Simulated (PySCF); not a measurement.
C4F6, SMILES `FC(F)=C(F)C(F)=C(F)F`.

Level of theory: B3LYP/def2-SVPD (PySCF), at a geometry from GFN2-xTB. No frequency check shows the geometry to be a minimum.

Geometry (Å), atoms numbered from 1:

```
F1      -2.9255    0.7182    0.0000
C2      -1.8611   -0.0564    0.0000
F3      -2.1948   -1.3280    0.0000
C4      -0.6023    0.4062    0.0000
F5      -0.4156    1.7336    0.0000
C6       0.6023   -0.4062    0.0000
F7       0.4156   -1.7336    0.0000
C8       1.8611    0.0564    0.0000
F9       2.1948    1.3280    0.0000
F10      2.9255   -0.7182    0.0000
```

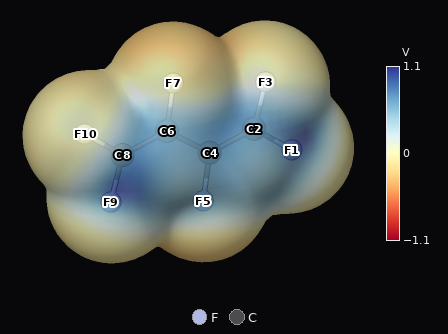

Electrostatic potential on the surface of electron density 0.001 a.u.

Where are the extremes of the potential on the surface?

Highest: 1.07 V, off the C8–F10 bond (1.8 to 1.9 Å from its atoms), and at like points elsewhere. Further maxima include 0.76 V, off the C6–F7 bond (1.9 Å from its atoms). Lowest: −0.34 V, near F7 (1.67 Å) and F3 (1.89 Å), and at like points elsewhere. Further minima include −0.13 V, 1.6 Å from F3. The surface is sampled at points, so like sites can differ by a few per cent and only the strongest of them is named.
